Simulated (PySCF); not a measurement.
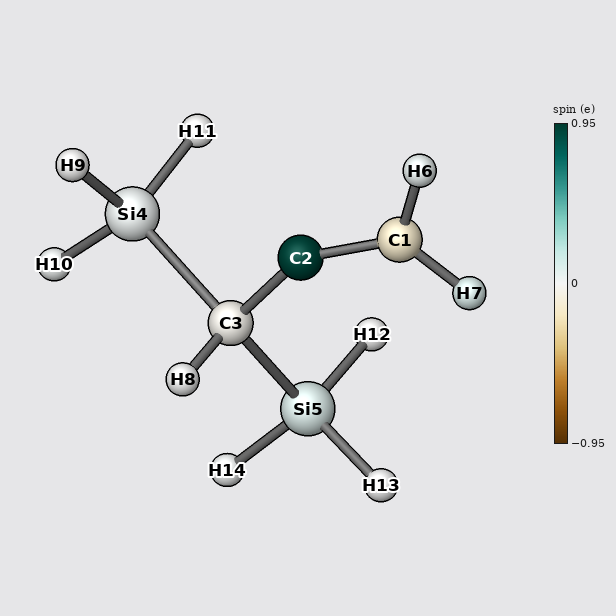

Atoms are coloured by their Mulliken spin populations. State: neutral, doublet. Computed geometry: GFN2-xTB optimisation. No frequency run is at hand to confirm it as a minimum. Level of theory: UKS B3LYP, pcH-1 on C H Si, non-relativistic (PySCF 2.14.0).

Give the Mulliken spin populations atom by atom.

| atom | value (e) |
| --- | --- |
| C1 | −0.15 |
| C2 | 0.91 |
| C3 | −0.03 |
| Si4 | 0.03 |
| Si5 | 0.08 |
| H6 | 0.04 |
| H7 | 0.09 |
| H8 | 0.00 |
| H9 | 0.00 |
| H10 | 0.02 |
| H11 | 0.00 |
| H12 | 0.00 |
| H13 | 0.00 |
| H14 | 0.01 |

Mulliken values depend strongly on the basis set. The geometry is semi-empirical. Around Si such bond lengths and angles can be off by a tenth of an ångström or more and by several degrees, and values that hang on the shape move with them.
